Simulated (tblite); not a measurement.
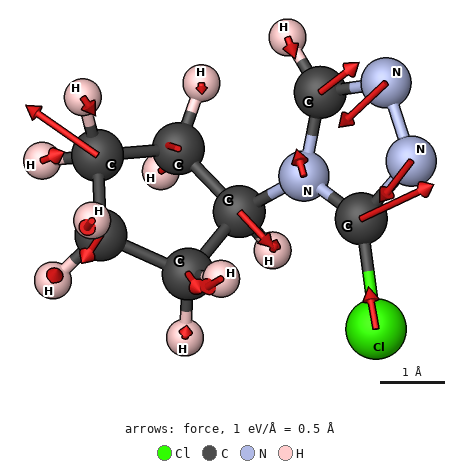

Starting geometry of C$_{7}$H$_{10}$ClN$_{3}$ with the computed forces as red arrows. The picture is a ball-and-stick view, seen at a tilt.

Computed with tblite 0.8.0, GFN2-xTB geometry optimisation, gas phase. 

Question: What follows when this structure is relaxed?

Answer: It isn't relaxed: the largest force vector, on a C atom, is 3.21 eV/Å. The final displacements have little in common with the starting forces (cosine between the two patterns 0.11). After 144 geometry steps the energy has fallen by 0.916 eV. The Cl atom moves most after the best rigid fit: 1.81 Å. Largest moves by element: Cl 1.81 Å, H 1.35 Å, C 0.81 Å, N 0.77 Å. Some distances before and after: C–N 1.370 → 1.300 Å, C–Cl 1.757 → 1.690 Å, C–C 1.489 → 1.544 Å, C–H 1.136 → 1.090 Å. Among the angles between lasting bonds that change: Cl–C–N 129.7° → 122.6°, C–C–C 108.8° → 103.2°, C–C–H 116.9° → 111.4°. Groups turn about C–N by about 55°, C–C by about 40°, C–C by about 40°. The run took 1.4 s on 1 thread of Arm Neoverse V1 (shared host).
